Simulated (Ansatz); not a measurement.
## Molecular dynamics of SiH5ClF2 (part 3 of 3)

SiH5ClF2; RKS PBE-D4/def2-SVP (Ansatz 0.2.0). It belongs to a series of runs on one base structure; here: dynamics from the highest image of the converged band.

Geometry of the input (Å):
```
Si -0.4135  0.9076  -0.6502
Cl 1.0243  -1.0265  -1.0277
H  -0.2069  1.0170  -2.1395
H  -1.8471  1.3522  -0.5195
H  0.5514  1.8080  0.0532
H  -0.1041  -0.8534  1.3438
F  -0.8683  -0.1496  0.8532
H  1.0803  -1.4974  0.5025
F  0.7840  -1.5581  1.5840
```

**The program's output, continued**
```
md step   195: t =    97.50 fs  T =   881.7 K  F+E_penalty+E_count = -25891.24197323 eV  E_kin = 0.797799 eV  conserved = -25890.44417436 eV  (29 SCF iters, 3 dispersion substeps)
md step   196: t =    98.00 fs  T =   884.0 K  F+E_penalty+E_count = -25891.24415817 eV  E_kin = 0.799897 eV  conserved = -25890.44426152 eV  (27 SCF iters, 3 dispersion substeps)
md step   197: t =    98.50 fs  T =   887.3 K  F+E_penalty+E_count = -25891.24717723 eV  E_kin = 0.802865 eV  conserved = -25890.44431268 eV  (28 SCF iters, 3 dispersion substeps)
md step   198: t =    99.00 fs  T =   890.6 K  F+E_penalty+E_count = -25891.25011694 eV  E_kin = 0.805808 eV  conserved = -25890.44430936 eV  (28 SCF iters, 3 dispersion substeps)
md step   199: t =    99.50 fs  T =   893.7 K  F+E_penalty+E_count = -25891.25290957 eV  E_kin = 0.808647 eV  conserved = -25890.44426299 eV  (29 SCF iters, 3 dispersion substeps)
these checks for a lower state are left out or cut short: starts, cluster_reference, orbital_swaps, neighbouring_geometries, increment
977 factors; their error is unknown
mean field -25891.13655779 eV, -951.4817188562 hartree, gradient 1.2e-5 eV, S^2 0.000000; 0 other end points of the search recorded, 0 dependent functions left out
the calculation of the forces begins
reference -25891.13659122 eV, -951.4817200845 hartree; 27, 27 occupied and 62, 62 virtual orbitals, 977 factors
977 factors; their error is unknown
mean field evaluation 1600: about -25891.1366 eV, gradient 1.2e-5 eV
mean field -25891.13655779 eV, -951.4817188562 hartree, gradient 1.2e-5 eV, S^2 0.000000; 1 other end points of the search recorded, 0 dependent functions left out
the calculation of the forces begins
reference -25891.13659122 eV, -951.4817200845 hartree; 27, 27 occupied and 62, 62 virtual orbitals, 977 factors
md step   200: t =   100.00 fs  T =   897.4 K  F+E_penalty+E_count = -25891.25619258 eV  E_kin = 0.811988 eV  conserved = -25890.44420452 eV  (26 SCF iters, 3 dispersion substeps)
```

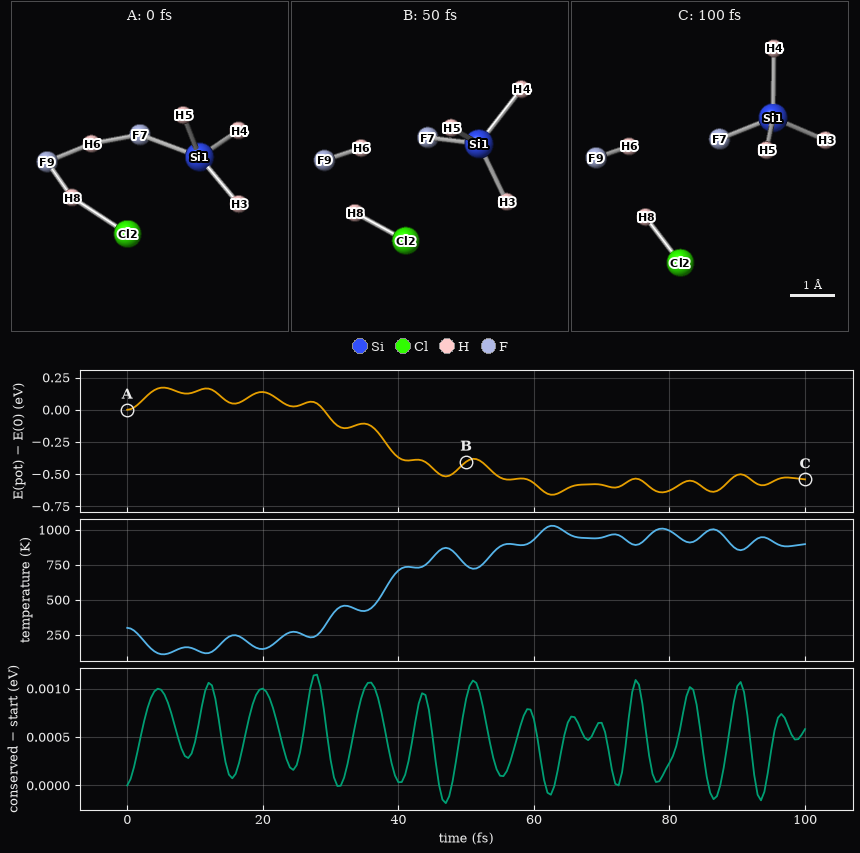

**Figure 1.** Frames of the molecular dynamics (ball-and-stick, seen at a tilt) above the curves, on which the letters mark them. The trajectory kept here has 201 frames over 100 fs. The temperature starts at 300 K, ranges from 111 to 1028 K and averages 921 K over the second half. The potential energy ends 0.540 eV below its first value. The conserved quantity stays within 0.0013 eV. After an unweighted best fit of the last frame on the first, the root-mean-square displacement is 0.93 Å.

```
Total energy: -25891.25622600 eV, -951.4861165818 hartree
Atom 0 at    -0.912800     1.467900    -0.289056 Å, force    -0.456312     0.924108     0.009907 eV/Å
Atom 1 at     1.489306    -1.585538    -1.297655 Å, force    -0.095814     0.201809     1.006191 eV/Å
Atom 2 at    -2.019498     1.409336    -1.312320 Å, force     0.085725     0.360770     0.103285 eV/Å
Atom 3 at    -1.082830     2.667887     0.752593 Å, force     0.129504    -1.126909    -0.808198 eV/Å
Atom 4 at     0.410011     1.484710    -0.967472 Å, force     0.217195     0.150973     0.039847 eV/Å
Atom 5 at     0.033903    -1.204966     1.708152 Å, force     0.379723    -0.064635    -0.012244 eV/Å
Atom 6 at    -1.066805    -0.003144     0.420200 Å, force     0.181680    -0.513234     0.854020 eV/Å
Atom 7 at     1.388419    -1.445966     0.037198 Å, force     0.068263    -0.227356    -0.855995 eV/Å
Atom 8 at     0.892477    -1.547222     1.934960 Å, force    -0.509965     0.294474    -0.336813 eV/Å
Dipole moment:    -0.352654     0.491137     0.147294 e Å
```

**Trajectory as extended XYZ (Å, eV, eV/Å), 11 of the 201 frames kept, from step=0 to step=200**
```
9
Properties=species:S:1:pos:R:3:forces:R:3 step=0 time_fs=0.0 energy=-25890.71623 temperature=300.0
Si   -0.4135    0.9076   -0.6502    0.0062   0.0090   0.0029
Cl    1.0243   -1.0265   -1.0277    0.0034  -0.0038  -0.0020
H    -0.2069    1.0170   -2.1395   -0.0039  -0.0039   0.0013
H    -1.8471    1.3522   -0.5195   -0.0031   0.0017   0.0040
H     0.5514    1.8080    0.0532   -0.0011  -0.0005  -0.0008
H    -0.1041   -0.8534    1.3438   -0.0027   0.0055  -0.0069
F    -0.8683   -0.1496    0.8532   -0.0029  -0.0038  -0.0056
H     1.0803   -1.4974    0.5025   -0.0006  -0.0031   0.0120
F     0.7840   -1.5581    1.5840    0.0048  -0.0011  -0.0049
9
Properties=species:S:1:pos:R:3:forces:R:3 step=20 time_fs=10.0 energy=-25890.57702 temperature=146.6
Si   -0.4166    0.9058   -0.6277    0.2328  -0.3778  -0.5472
Cl    1.0435   -1.0382   -1.0582   -0.3062  -0.0882   0.4044
H    -0.3135    1.0007   -2.1231    0.3769  -0.0706  -0.1093
H    -1.7715    1.4731   -0.5917   -0.7848   0.0602   0.5247
H     0.5334    1.7111    0.1349    0.5062   0.4451   0.1189
H    -0.1348   -0.8083    1.3872    0.2761  -0.1510  -0.1021
F    -0.8846   -0.1484    0.8554   -0.3284   0.0070  -0.0245
H     0.9586   -1.5549    0.5056    0.3817   0.1251  -0.0494
F     0.7798   -1.5345    1.6016   -0.3542   0.0502  -0.2154
9
Properties=species:S:1:pos:R:3:forces:R:3 step=40 time_fs=20.0 energy=-25890.57834 temperature=148.7
Si   -0.4193    0.9059   -0.6113   -0.9645   0.9834   1.3328
Cl    1.0563   -1.0532   -1.0772    0.1547  -0.4689   0.8152
H    -0.1881    0.9418   -2.1064   -0.3242   0.0370   0.1581
H    -1.8830    1.5094   -0.3349    1.2010  -0.3235  -0.5980
H     0.6578    1.7454    0.1049   -0.4621  -0.3635  -0.4218
H    -0.0264   -0.8585    1.3685   -0.3256  -0.0140   0.1163
F    -0.9115   -0.1457    0.8518    0.3471   0.1878  -0.8303
H     1.1245   -1.4906    0.3886   -0.1998   0.1928  -0.2397
F     0.7649   -1.5107    1.6108    0.5734  -0.2312  -0.3325
9
Properties=species:S:1:pos:R:3:forces:R:3 step=60 time_fs=30.0 energy=-25890.78581 temperature=377.2
Si   -0.4390    0.9200   -0.5647    0.0176   0.0257   0.3617
Cl    1.0723   -1.0788   -1.0820    0.3620  -0.2914  -0.3659
H    -0.2809    0.8760   -2.0580   -0.2538  -0.2066  -0.0439
H    -1.7266    1.5737   -0.4002   -0.8074   0.6897   0.0706
H     0.7188    1.7163   -0.0730    0.0573   0.0165   0.2516
H    -0.0514   -0.9890    1.4268   -0.3485   0.3004  -0.0966
F    -0.9254   -0.1347    0.8101    0.1667   0.3748  -1.0789
H     1.1898   -1.3266    0.2528   -0.0030  -0.3464   0.3800
F     0.7693   -1.4950    1.6068    0.8092  -0.5628   0.5214
9
Properties=species:S:1:pos:R:3:forces:R:3 step=80 time_fs=40.0 energy=-25891.08643 temperature=709.2
Si   -0.4752    0.9508   -0.5086   -1.3681   1.1099  -0.8477
Cl    1.0985   -1.1136   -1.0882    0.6027  -0.5387  -0.1888
H    -0.6023    0.6517   -1.9719    0.0855  -0.1867   0.0791
H    -1.6798    1.8927   -0.4485    0.2881  -0.0460   0.4610
H     0.7417    1.6520   -0.0836    0.4354   0.1654   0.1334
H    -0.0489   -1.0636    1.4634   -0.2969   0.3338  -0.1720
F    -0.9332   -0.1094    0.7219   -0.3205  -0.2175  -0.0373
H     1.1960   -1.4027    0.2380    0.0549  -0.1012  -0.1895
F     0.7947   -1.4946    1.6212    0.5190  -0.5189   0.7619
9
Properties=species:S:1:pos:R:3:forces:R:3 step=100 time_fs=50.0 energy=-25891.11941 temperature=746.6
Si   -0.5392    1.0200   -0.4775   -0.0232   2.2678  -0.4007
Cl    1.1405   -1.1617   -1.1027    0.6873  -0.9709   0.4030
H    -0.8968    0.3434   -1.7736    0.0648   0.6930  -0.0172
H    -1.4718    2.2814   -0.1478    0.5418  -1.1082  -0.3658
H     0.8606    1.5460   -0.0918   -0.6078  -0.2989  -0.4941
H     0.0502   -1.0158    1.4019   -0.3111   0.2168   0.0016
F    -0.9579   -0.0974    0.6365   -0.5476  -0.9136   1.3805
H     1.2278   -1.6110    0.2077   -0.0350   0.4273  -0.8875
F     0.8270   -1.5092    1.6666    0.2308  -0.3133   0.3801
9
Properties=species:S:1:pos:R:3:forces:R:3 step=120 time_fs=60.0 energy=-25891.28566 temperature=930.1
Si   -0.6055    1.1350   -0.4608    0.6421  -2.2421  -0.2549
Cl    1.1992   -1.2285   -1.1279    0.3782  -0.4967  -0.6711
H    -1.1413    0.5374   -1.7159    0.0171   0.4725  -0.3140
H    -1.2573    2.2920    0.0137   -1.0653   1.5028   0.5706
H     0.8657    1.3437   -0.4117    0.0442   0.2400  -0.0339
H     0.1571   -0.9652    1.4278   -0.5614   0.2497  -0.1095
F    -1.0055   -0.1208    0.6078    0.2312   0.4889   0.3039
H     1.2807   -1.7001    0.0970   -0.0532   0.0682   0.2586
F     0.8561   -1.5292    1.7272    0.3673  -0.2832   0.2503
9
Properties=species:S:1:pos:R:3:forces:R:3 step=140 time_fs=70.0 energy=-25891.29834 temperature=944.1
Si   -0.6707    1.2239   -0.4438   -1.3735  -0.0667   0.6248
Cl    1.2683   -1.3102   -1.1656    0.1472  -0.0017  -1.3336
H    -1.3406    1.1405   -1.7990   -0.0488  -0.3778   0.3286
H    -1.3193    2.4764    0.2308    0.5225  -0.8321  -0.1592
H     0.7669    1.3258   -0.7195    0.4634   0.1528   0.3591
H     0.1633   -1.0037    1.5201   -0.6454   0.3426  -0.1894
F    -1.0444   -0.1240    0.5960    0.5322   1.2865  -0.8883
H     1.2800   -1.6593    0.0659   -0.0096  -0.2333   1.1190
F     0.8810   -1.5460    1.7905    0.4119  -0.2703   0.1389
9
Properties=species:S:1:pos:R:3:forces:R:3 step=160 time_fs=80.0 energy=-25891.34360 temperature=993.6
Si   -0.7567    1.2952   -0.4159    0.2637   0.8284   1.3676
Cl    1.3419   -1.4003   -1.2105   -0.0035  -0.1004   0.1130
H    -1.5909    1.4676   -1.6616    0.0289  -0.5093   0.1796
H    -1.1840    2.4221    0.5891    0.2819  -0.5944  -0.7227
H     0.7384    1.4145   -0.7253   -0.6405  -0.1494   0.1363
H     0.1027   -1.1126    1.6192   -0.5190   0.3343  -0.1618
F    -1.0588   -0.0715    0.5473    0.2318   0.3411  -0.7059
H     1.2578   -1.5461    0.1024    0.0868  -0.0214  -0.1707
F     0.8973   -1.5551    1.8485    0.2698  -0.1289  -0.0356
9
Properties=species:S:1:pos:R:3:forces:R:3 step=180 time_fs=90.0 energy=-25891.22128 temperature=859.3
Si   -0.8414    1.3753   -0.3536    0.6512  -0.5983  -0.8129
Cl    1.4160   -1.4935   -1.2556   -0.1253   0.0927   1.1441
H    -1.8497    1.3718   -1.4450    0.0176   0.1922  -0.2470
H    -1.0220    2.3216    0.6761   -0.5341   1.6665   1.0839
H     0.6000    1.4257   -0.7038    0.1285   0.0558  -0.4814
H     0.0532   -1.1951    1.6966   -0.1464   0.1562  -0.1079
F    -1.0618   -0.0072    0.4697   -0.1052  -1.4910   0.6853
H     1.2922   -1.4409    0.0972    0.1654  -0.1679  -1.0792
F     0.9004   -1.5552    1.8970   -0.0518   0.0938  -0.1849
9
Properties=species:S:1:pos:R:3:forces:R:3 step=200 time_fs=100.0 energy=-25891.25619 temperature=897.4
Si   -0.9128    1.4679   -0.2891   -0.4563   0.9241   0.0099
Cl    1.4893   -1.5855   -1.2977   -0.0958   0.2018   1.0062
H    -2.0195    1.4093   -1.3123    0.0857   0.3608   0.1033
H    -1.0828    2.6679    0.7526    0.1295  -1.1269  -0.8082
H     0.4100    1.4847   -0.9675    0.2172   0.1510   0.0398
H     0.0339   -1.2050    1.7082    0.3797  -0.0646  -0.0122
F    -1.0668   -0.0031    0.4202    0.1817  -0.5132   0.8540
H     1.3884   -1.4460    0.0372    0.0683  -0.2274  -0.8560
F     0.8925   -1.5472    1.9350   -0.5100   0.2945  -0.3368
```
